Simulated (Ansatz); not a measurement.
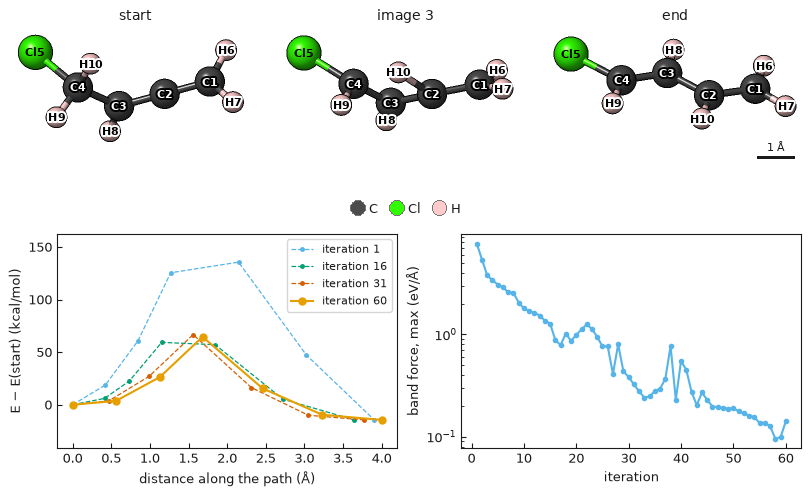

NEB run on C₄H₅Cl. Images are numbered from 0 (start) to 6 (end). The plot follows the band through its iterations. Style: ball-and-stick. Shown from a free direction.

These are results of UKS B3LYP-D4/def2-SVP in Ansatz 0.2.0, not measurements. Settings: 5 movable images; climbing image; force threshold 0.03 eV/Å; iteration limit 60; optimiser FIRE; starting path through a guess of the saddle point.

Question: Judge this run.

Answer: The result isn't final. The band hadn't converged when the run stopped after 60 iterations. The largest component of the band force went from 7.8 to 0.14 eV/Å. The barrier read from it is provisional, though the highest image hardly moved in the last two iterations. The first iteration put the highest image at 135.6 kcal/mol. The energy climbs by 64.6 kcal/mol to image 3 and then falls by 79.0 kcal/mol, so the end point sits at −14.4 kcal/mol.
